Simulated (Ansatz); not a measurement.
# Run report: SiH$_{5}$BrO, nudged elastic band

- system: SiH$_{5}$BrO
- method: RKS r2SCANh-D4/def2-SVP (Ansatz 0.2.0)

It belongs to a series of runs on one base structure; here: band between the two ends.

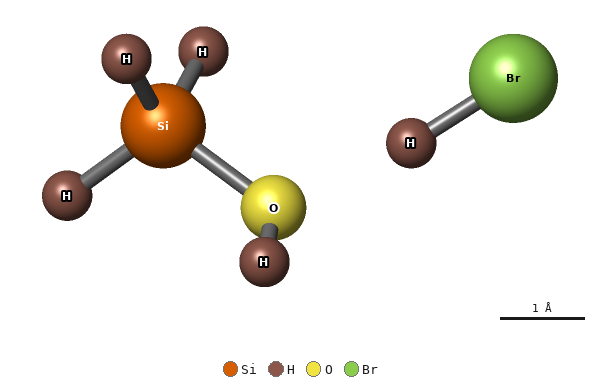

**Figure 1.** The input geometry (ball-and-stick view, seen at a tilt). Bond lengths as drawn: Br–H 1.45 Å, H–O 0.96 Å, H–Si 1.48 to 1.49 Å and O–Si 1.68 Å.

**Input**
```yaml
crystal:
  periodic: [false, false, false]
  atoms:
    - { symbol: Si, position_ang: [-0.370148, -0.359933, -0.063044] }
    - { symbol: H, position_ang: [-0.863384, -0.925623, 1.225209] }
    - { symbol: O, position_ang: [1.271126, 0.003082, 0.024588] }
    - { symbol: H, position_ang: [1.88305, -0.712747, 0.225511] }
    - { symbol: H, position_ang: [-1.036152, 0.929339, -0.36259] }
    - { symbol: H, position_ang: [-0.623832, -1.350605, -1.148372] }
    - { symbol: Br, position_ang: [1.983502, 2.755836, 1.606801] }
    - { symbol: H, position_ang: [1.751939, 1.553848, 0.836597] }
basis:
  gaussian: { orbitals: def2-SVP }
hamiltonian:
  xc: r2scanh
  dispersion: d4
neb:
  order_check: false
  images: 9
  f_tol: 0.05
  max_iterations: 60
  final_atoms:
    - { symbol: Si, position_ang: [-0.07217532, 0.66958318, -0.62004204] }
    - { symbol: H, position_ang: [1.30712671, -1.02104225, 2.50401752] }
    - { symbol: O, position_ang: [1.24538688, -0.31702724, -0.70526653] }
    - { symbol: H, position_ang: [1.53986522, -0.73865173, 0.10799313] }
    - { symbol: H, position_ang: [-0.30403736, 1.18626251, -1.98412603] }
    - { symbol: H, position_ang: [-1.26438559, -0.01962328, -0.06218693] }
    - { symbol: Br, position_ang: [0.30958991, 2.41085511, 0.72944624] }
    - { symbol: H, position_ang: [1.23473054, -0.27715931, 2.37486465] }
  initial_path:
    images:
      - { positions_ang: [[-0.370148, -0.359933, -0.063044], [-0.863384, -0.925623, 1.225209], [1.271126, 0.003082, 0.024588], [1.88305, -0.712747, 0.225511], [-1.036152, 0.929339, -0.36259], [-0.623832, -1.350605, -1.148372], [1.983502, 2.755836, 1.606801], [1.751939, 1.553848, 0.836597]] }
      - { positions_ang: [[-0.28731458, -0.28655144, -0.0642584], [-0.73327513, -0.7403778, 1.32467809], [1.35519478, 0.00049601, -0.05995274], [1.90854089, -0.76324109, 0.08567489], [-0.9397787, 0.98510176, -0.41843056], [-0.61528049, -1.31537696, -1.04951895], [1.84786044, 2.61506532, 1.47552004], [1.46015379, 1.3980812, 1.05098763]] }
      - { positions_ang: [[-0.20448116, -0.21316988, -0.0654728], [-0.60316625, -0.55513259, 1.42414718], [1.43926357, -0.00208999, -0.14449348], [1.93403178, -0.81373518, -0.05416122], [-0.8434054, 1.04086451, -0.47427113], [-0.60672899, -1.28014892, -0.95066589], [1.71221888, 2.47429465, 1.34423908], [1.16836857, 1.2423144, 1.26537827]] }
      - { positions_ang: [[-0.12164774, -0.13978832, -0.0666872], [-0.47305738, -0.36988739, 1.52361627], [1.52333235, -0.00467598, -0.22903422], [1.95952268, -0.86422927, -0.19399733], [-0.74703211, 1.09662727, -0.53011169], [-0.59817748, -1.24492088, -0.85181284], [1.57657731, 2.33352397, 1.21295812], [0.87658336, 1.0865476, 1.4797689]] }
      - { positions_ang: [[-0.03881431, -0.06640676, -0.0679016], [-0.3429485, -0.18464218, 1.62308536], [1.60740114, -0.00726197, -0.31357497], [1.98501357, -0.91472335, -0.33383344], [-0.65065881, 1.15239002, -0.58595225], [-0.58962598, -1.20969285, -0.75295979], [1.44093575, 2.1927533, 1.08167715], [0.58479814, 0.93078079, 1.69415953]] }
      - { positions_ang: [[0.04401911, 0.0069748, -0.069116], [-0.21283963, 0.00060302, 1.72255445], [1.69146992, -0.00984796, -0.39811571], [2.01050446, -0.96521744, -0.47366955], [-0.55428551, 1.20815278, -0.64179281], [-0.58107447, -1.17446481, -0.65410674], [1.30529419, 2.05198262, 0.95039619], [0.29301293, 0.77501399, 1.90855016]] }
      - { positions_ang: [[0.02078022, 0.13949648, -0.17930121], [0.09115364, -0.20372603, 1.87884706], [1.60225331, -0.07128382, -0.45954587], [1.91637661, -0.9199043, -0.35733702], [-0.50423588, 1.20377472, -0.91025946], [-0.7177367, -0.9434965, -0.53572278], [1.10615333, 2.12375712, 0.9062062], [0.48135645, 0.56457933, 2.00181306]] }
      - { positions_ang: [[-0.00245867, 0.27201815, -0.28948641], [0.39514691, -0.40805509, 2.03513968], [1.5130367, -0.13271967, -0.52097604], [1.82224876, -0.87459116, -0.24100448], [-0.45418625, 1.19939667, -1.1787261], [-0.85439892, -0.71252819, -0.41733881], [0.90701248, 2.19553162, 0.86201621], [0.66969998, 0.35414467, 2.09507596]] }
      - { positions_ang: [[-0.02569755, 0.40453983, -0.39967162], [0.69914018, -0.61238414, 2.19143229], [1.4238201, -0.19415553, -0.5824062], [1.72812092, -0.82927802, -0.12467195], [-0.40413662, 1.19501862, -1.44719275], [-0.99106114, -0.48155989, -0.29895485], [0.70787162, 2.26730611, 0.81782622], [0.8580435, 0.14371001, 2.18833886]] }
      - { positions_ang: [[-0.04893644, 0.53706151, -0.50985683], [1.00313345, -0.81671319, 2.34772491], [1.33460349, -0.25559138, -0.64383637], [1.63399307, -0.78396488, -0.00833941], [-0.35408699, 1.19064056, -1.71565939], [-1.12772337, -0.25059158, -0.18057089], [0.50873077, 2.33908061, 0.77363623], [1.04638702, -0.06672465, 2.28160176]] }
      - { positions_ang: [[-0.07217532, 0.66958318, -0.62004204], [1.30712671, -1.02104225, 2.50401752], [1.24538688, -0.31702724, -0.70526653], [1.53986522, -0.73865173, 0.10799313], [-0.30403736, 1.18626251, -1.98412603], [-1.26438559, -0.01962328, -0.06218693], [0.30958991, 2.41085511, 0.72944624], [1.23473054, -0.27715931, 2.37486465]] }
```

Hardware: 2 threads of Arm Neoverse V1, 24 GiB of memory available, shared host.

Run as:
```bash
ansatz run input.yaml --threads 2 --pin off --max-ram 3072MiB --backend cpu --events-out ev --progress --plain --runs-dir out
```

**Log**
```
Engine: ansatz 0.2.0, aarch64-unknown-linux-gnu
Functional definition: r2SCANh
  parameter a = 0.1
  parameter k0 = 0.174
  parameter k1 = 0.065
  parameter a1 = 4.9479
  exchange = (1 - a)*r2scan_x(k0 = k0, k1 = k1, a1 = a1) + a*exact_x
  correlation = r2scan_c
915 factors; integrals over basis functions are off by at most 4.2e-4 eV
mean field evaluation 1: about -80035.3770 eV, gradient 4.3e1 eV
mean field evaluation 2: about -80028.6207 eV, gradient 7.3e1 eV
mean field evaluation 4: about -80038.5309 eV, gradient 2.0e0 eV
mean field evaluation 8: about -80038.5384 eV, gradient 3.9e-2 eV
mean field -80038.53839258 eV, -2941.3620338575 hartree, gradient 7.6e-5 eV, S^2 0.000000; 0 other end points of the search recorded, 0 dependent functions left out
the calculation of the forces begins
reference -80038.53840100 eV, -2941.3620341668 hartree; 31, 31 occupied and 58, 58 virtual orbitals, 915 factors
914 factors; integrals over basis functions are off by at most 5.7e-4 eV
mean field evaluation 16: about -80035.3811 eV, gradient 4.6e1 eV
mean field evaluation 32: about -80039.1410 eV, gradient 2.3e-5 eV
mean field -80039.14100558 eV, -2941.3841794767 hartree, gradient 2.3e-5 eV, S^2 0.000000; 0 other end points of the search recorded, 0 dependent functions left out
[... from here on the field's lines of each further geometry are left out, up to the last ...]
NEB iter   1: max|band force component| = 7.755e0 eV/Å  barrier→ = 3.0227 eV  barrier← = 3.6289 eV  Δτ_max = 0.2000 Å  (269 SCF iters)
NEB iter   2: max|band force component| = 2.232e0 eV/Å  barrier→ = 1.8947 eV  barrier← = 2.5009 eV  Δτ_max = 0.2000 Å  (241 SCF iters)
NEB iter   3: max|band force component| = 1.313e0 eV/Å  barrier→ = 1.7131 eV  barrier← = 2.3194 eV  Δτ_max = 0.2000 Å  (234 SCF iters)
NEB iter   4: max|band force component| = 3.021e0 eV/Å  barrier→ = 1.6906 eV  barrier← = 2.2968 eV  Δτ_max = 0.1001 Å  (235 SCF iters)
NEB iter   5: max|band force component| = 6.738e-1 eV/Å  barrier→ = 1.6530 eV  barrier← = 2.2592 eV  Δτ_max = 0.1684 Å  (229 SCF iters)
NEB iter   6: max|band force component| = 4.436e-1 eV/Å  barrier→ = 1.6431 eV  barrier← = 2.2494 eV  CI = image 5  Δτ_max = 0.1045 Å  (223 SCF iters)
NEB iter   7: max|band force component| = 2.818e-1 eV/Å  barrier→ = 1.6347 eV  barrier← = 2.2409 eV  CI = image 5  Δτ_max = 0.1986 Å  (224 SCF iters)
NEB iter   8: max|band force component| = 6.246e-1 eV/Å  barrier→ = 1.6223 eV  barrier← = 2.2285 eV  CI = image 5  Δτ_max = 0.0999 Å  (227 SCF iters)
NEB iter   9: max|band force component| = 8.201e-1 eV/Å  barrier→ = 1.5963 eV  barrier← = 2.2026 eV  CI = image 5  Δτ_max = 0.0500 Å  (227 SCF iters)
NEB iter  10: max|band force component| = 3.094e-1 eV/Å  barrier→ = 1.5870 eV  barrier← = 2.1933 eV  CI = image 5  Δτ_max = 0.0997 Å  (219 SCF iters)
NEB iter  11: max|band force component| = 1.674e-1 eV/Å  barrier→ = 1.5807 eV  barrier← = 2.1869 eV  CI = image 5  Δτ_max = 0.1002 Å  (223 SCF iters)
NEB iter  12: max|band force component| = 2.958e-1 eV/Å  barrier→ = 1.5829 eV  barrier← = 2.1891 eV  CI = image 5  Δτ_max = 0.0499 Å  (221 SCF iters)
NEB iter  13: max|band force component| = 2.864e-1 eV/Å  barrier→ = 1.5778 eV  barrier← = 2.1841 eV  CI = image 5  Δτ_max = 0.0503 Å  (221 SCF iters)
NEB iter  14: max|band force component| = 1.783e-1 eV/Å  barrier→ = 1.5762 eV  barrier← = 2.1824 eV  CI = image 5  Δτ_max = 0.0500 Å  (218 SCF iters)
NEB iter  15: max|band force component| = 1.550e-1 eV/Å  barrier→ = 1.5761 eV  barrier← = 2.1823 eV  CI = image 5  Δτ_max = 0.0502 Å  (216 SCF iters)
NEB iter  16: max|band force component| = 1.285e-1 eV/Å  barrier→ = 1.5758 eV  barrier← = 2.1821 eV  CI = image 5  Δτ_max = 0.0500 Å  (216 SCF iters)
NEB iter  17: max|band force component| = 8.334e-2 eV/Å  barrier→ = 1.5758 eV  barrier← = 2.1820 eV  CI = image 5  Δτ_max = 0.0503 Å  (218 SCF iters)
NEB iter  18: max|band force component| = 6.644e-2 eV/Å  barrier→ = 1.5758 eV  barrier← = 2.1820 eV  CI = image 5  Δτ_max = 0.0503 Å  (213 SCF iters)
NEB iter  19: max|band force component| = 1.610e-1 eV/Å  barrier→ = 1.5758 eV  barrier← = 2.1820 eV  CI = image 5  Δτ_max = 0.0251 Å  (217 SCF iters)
NEB iter  20: max|band force component| = 7.680e-2 eV/Å  barrier→ = 1.5758 eV  barrier← = 2.1820 eV  CI = image 5  Δτ_max = 0.0500 Å  (207 SCF iters)
NEB iter  21: max|band force component| = 1.025e-1 eV/Å  barrier→ = 1.5758 eV  barrier← = 2.1820 eV  CI = image 5  Δτ_max = 0.0250 Å  (212 SCF iters)
NEB iter  22: max|band force component| = 5.649e-2 eV/Å  barrier→ = 1.5758 eV  barrier← = 2.1820 eV  CI = image 5  Δτ_max = 0.0250 Å  (206 SCF iters)
the calculation of the forces begins
reference -80039.12691231 eV, -2941.3836615585 hartree; 31, 31 occupied and 58, 58 virtual orbitals, 916 factors
917 factors; integrals over basis functions are off by at most 4.2e-4 eV
mean field -80036.95778646 eV, -2941.3039476538 hartree, gradient 3.3e-5 eV, S^2 0.000000; 1 other end points of the search recorded, 0 dependent functions left out
the calculation of the forces begins
reference -80036.95779410 eV, -2941.3039479346 hartree; 31, 31 occupied and 58, 58 virtual orbitals, 917 factors
NEB iter  23: max|band force component| = 3.828e-2 eV/Å  barrier→ = 1.5758 eV  barrier← = 2.1820 eV  CI = image 5  Δτ_max = 0.0000 Å  (424 SCF iters)
```

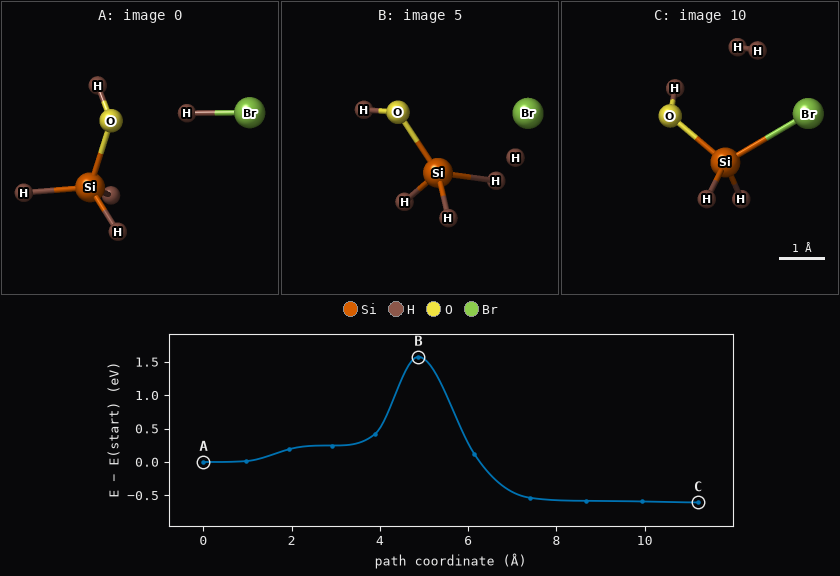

**Figure 2.** Images of the last band (counted from 0; ball-and-stick, seen at a tilt) above the energy along the path; the line is a cubic interpolation that uses the forces. The highest image is number 5, 1.576 eV above the start and 2.182 eV above the end (the climbing image); the end lies 0.606 eV below the start. The path is 11.20 Å long. The band converged in 23 iterations.

```
Total energy: -80036.99554300 eV, -2941.3053351810 hartree
Atom 0 at     0.253761     0.158653    -0.034902 Å, force     0.001492     0.000752     0.000029 eV/Å
Atom 1 at    -0.379390     0.041771     1.550011 Å, force    -0.000279    -0.000486    -0.000966 eV/Å
Atom 2 at     1.798477    -0.166712    -0.513656 Å, force    -0.000386    -0.000527     0.001139 eV/Å
Atom 3 at     1.921173    -1.089468    -0.767389 Å, force    -0.000180    -0.000981    -0.000490 eV/Å
Atom 4 at    -0.608610     1.143441    -0.709302 Å, force    -0.002006    -0.000077    -0.000314 eV/Å
Atom 5 at    -0.394793    -1.192454    -0.166198 Å, force     0.000075     0.000085     0.000430 eV/Å
Atom 6 at     1.274914     2.200644     1.307078 Å, force    -0.000105     0.001102     0.001687 eV/Å
Atom 7 at     0.130569     0.797321     1.679058 Å, force     0.001387     0.000131    -0.001515 eV/Å
Dipole moment:    -0.341796    -0.744689    -0.198003 e Å
this run last wrote the band of iteration 23 to [file]
```

**The last band as extended XYZ (Å, eV, eV/Å)**
```
8
Properties=species:S:1:pos:R:3:forces:R:3 image=0 energy=-80038.57129
Si   -0.3701   -0.3599   -0.0630   -0.0094  -0.0260   0.0019
H    -0.8634   -0.9256    1.2252    0.0079   0.0144  -0.0186
O     1.2711    0.0031    0.0246   -0.0020  -0.0030   0.0019
H     1.8830   -0.7127    0.2255   -0.0061   0.0002  -0.0032
H    -1.0362    0.9293   -0.3626    0.0038  -0.0094   0.0030
H    -0.6238   -1.3506   -1.1484    0.0092   0.0240   0.0167
Br    1.9835    2.7558    1.6068   -0.0031  -0.0238  -0.0167
H     1.7519    1.5538    0.8366   -0.0003   0.0235   0.0150
8
Properties=species:S:1:pos:R:3:forces:R:3 image=1 energy=-80038.55817
Si   -0.3155   -0.2751   -0.0810   -0.0069   0.0007   0.0049
H    -0.7332   -0.4164    1.3407   -0.0181  -0.0146   0.0000
O     1.3415    0.0055   -0.1952   -0.0029   0.0112   0.0214
H     1.9260   -0.7460   -0.0507    0.0011   0.0148   0.0186
H    -0.9677    0.9003   -0.7032   -0.0053   0.0017   0.0068
H    -0.6670   -1.5234   -0.8153    0.0110   0.0026  -0.0120
Br    1.6918    2.5074    1.9102    0.0051  -0.0097  -0.0028
H     1.7201    1.4409    0.9393    0.0159  -0.0066  -0.0368
8
Properties=species:S:1:pos:R:3:forces:R:3 image=2 energy=-80038.37925
Si   -0.2235   -0.2763   -0.1754   -0.0294   0.0014   0.0083
H    -0.4849   -0.1458    1.2896   -0.0575  -0.0114   0.0052
O     1.4172   -0.1986   -0.4676    0.0018   0.0332   0.0564
H     1.9426   -0.9839   -0.2902   -0.0067   0.0204   0.0243
H    -0.8304    0.8712   -0.8904   -0.0185  -0.0049  -0.0031
H    -0.8170   -1.5615   -0.6455    0.0186  -0.0101  -0.0229
Br    1.5817    2.7416    2.0410   -0.0337   0.0145   0.0341
H     1.4105    1.4465    1.4833    0.1253  -0.0430  -0.1024
8
Properties=species:S:1:pos:R:3:forces:R:3 image=3 energy=-80038.32480
Si   -0.1120   -0.2814   -0.2355    0.0026   0.0022  -0.0063
H    -0.2215   -0.1159    1.2519   -0.0014  -0.0007   0.0015
O     1.4687   -0.3264   -0.7355   -0.0091  -0.0069   0.0083
H     2.0234   -1.0390   -0.4077    0.0056   0.0054  -0.0038
H    -0.7330    0.8933   -0.8920   -0.0006  -0.0006  -0.0007
H    -0.8590   -1.5252   -0.5870    0.0013   0.0009   0.0010
Br    1.6836    2.6783    1.9531    0.0035   0.0000   0.0003
H     0.7460    1.6095    1.9973   -0.0020  -0.0002  -0.0003
8
Properties=species:S:1:pos:R:3:forces:R:3 image=4 energy=-80038.14889
Si    0.0302   -0.1235   -0.0950   -0.1421  -0.1839  -0.0563
H    -0.2682   -0.0451    1.3822    0.0699  -0.0736  -0.0943
O     1.6487   -0.2226   -0.4453   -0.0948  -0.0192   0.0369
H     1.9540   -1.0950   -0.7095    0.0464   0.0167   0.0431
H    -0.5704    1.0794   -0.7208    0.0059  -0.0635  -0.0030
H    -0.6398   -1.3801   -0.5058   -0.1308  -0.1370  -0.2050
Br    1.3499    2.4178    1.6480    0.0261   0.1705   0.2084
H     0.4917    1.2623    1.7908    0.2194   0.2900   0.0702
8
Properties=species:S:1:pos:R:3:forces:R:3 image=5 energy=-80036.99553
Si    0.2538    0.1587   -0.0349    0.0015   0.0008   0.0000
H    -0.3794    0.0418    1.5500   -0.0003  -0.0005  -0.0010
O     1.7985   -0.1667   -0.5137   -0.0004  -0.0005   0.0011
H     1.9212   -1.0895   -0.7674   -0.0002  -0.0010  -0.0005
H    -0.6086    1.1434   -0.7093   -0.0020  -0.0001  -0.0003
H    -0.3948   -1.1925   -0.1662    0.0001   0.0001   0.0004
Br    1.2749    2.2006    1.3071   -0.0001   0.0011   0.0017
H     0.1306    0.7973    1.6791    0.0014   0.0001  -0.0015
8
Properties=species:S:1:pos:R:3:forces:R:3 image=6 energy=-80038.44504
Si    0.4594    0.3617   -0.2265    0.2092   0.2052  -0.1482
H    -0.5723   -0.0813    2.0685   -0.2589  -0.0642   0.4042
O     1.7902   -0.1057   -1.0790    0.0391   0.0036  -0.4252
H     1.9899   -1.0403   -0.9834    0.0686  -0.0477  -0.1024
H    -0.6308    1.0683   -0.9306    0.0738   0.0058  -0.2838
H    -0.1216   -0.9301    0.2563    0.1896   0.2776   0.3201
Br    1.2893    2.0490    1.0494    0.0370  -0.1933  -0.1905
H    -0.2081    0.5715    2.1900   -0.3583  -0.1870   0.4261
8
Properties=species:S:1:pos:R:3:forces:R:3 image=7 energy=-80039.10759
Si    0.3990    0.4225   -0.4955    0.0064  -0.0049  -0.0076
H    -0.4518   -0.3718    2.8016   -0.0368  -0.0168   0.0917
O     1.5527   -0.1737   -1.5112   -0.0110  -0.0115  -0.0666
H     2.2276   -0.7452   -1.1340    0.0267   0.0222   0.0016
H    -0.6494    1.0408   -1.3302    0.0121   0.0053  -0.0500
H    -0.1338   -0.6399    0.3934    0.0006   0.0310   0.0023
Br    1.2284    2.0273    0.8212    0.0072  -0.0075  -0.0193
H    -0.1765    0.3332    2.7994   -0.0052  -0.0178   0.0480
8
Properties=species:S:1:pos:R:3:forces:R:3 image=8 energy=-80039.15387
Si    0.1984    0.5388   -0.6769   -0.0054   0.0040   0.0019
H     0.1795   -0.6861    3.3270    0.0012  -0.0014   0.0032
O     1.4646   -0.1762   -1.4539    0.0063   0.0006  -0.0164
H     2.1332   -0.6231   -0.9268   -0.0029  -0.0022   0.0120
H    -0.6407    1.1544   -1.7246    0.0003  -0.0002  -0.0031
H    -0.5582   -0.4143    0.1744   -0.0007   0.0005  -0.0002
Br    0.8975    2.1570    0.6968   -0.0006   0.0002  -0.0001
H     0.3219   -0.0574    2.9288    0.0018  -0.0014   0.0028
8
Properties=species:S:1:pos:R:3:forces:R:3 image=9 energy=-80039.16287
Si    0.0374    0.6141   -0.6403   -0.0033   0.0037   0.0035
H     0.7996   -0.9088    2.8886    0.0042  -0.0016  -0.0044
O     1.3703   -0.2409   -1.0995    0.0057  -0.0034  -0.0035
H     1.8934   -0.6706   -0.4163   -0.0049  -0.0006   0.0100
H    -0.5541    1.1638   -1.8769    0.0019  -0.0006  -0.0030
H    -0.9259   -0.2067    0.1368   -0.0036   0.0021  -0.0007
Br    0.5879    2.3266    0.6858   -0.0030   0.0014  -0.0004
H     0.7875   -0.1843    2.6665    0.0029  -0.0011  -0.0016
8
Properties=species:S:1:pos:R:3:forces:R:3 image=10 energy=-80039.17751
Si   -0.0722    0.6696   -0.6200    0.0037   0.0012   0.0067
H     1.3071   -1.0210    2.5040   -0.0010   0.0135  -0.0029
O     1.2454   -0.3170   -0.7053    0.0005  -0.0023  -0.0058
H     1.5399   -0.7387    0.1080   -0.0028   0.0023   0.0032
H    -0.3040    1.1863   -1.9841    0.0000  -0.0008  -0.0026
H    -1.2644   -0.0196   -0.0622    0.0002   0.0021  -0.0006
Br    0.3096    2.4109    0.7294   -0.0028  -0.0021  -0.0006
H     1.2347   -0.2772    2.3749    0.0023  -0.0139   0.0025
```

**Key numbers**

- outcome: converged
- barrier, forward: 1.576 eV
- barrier, backward: 2.182 eV
- wall time: 9.8 min (CPU time 19 min)
- peak memory: 0.21 GiB

**Notes**

The order of the saddle point was not checked.
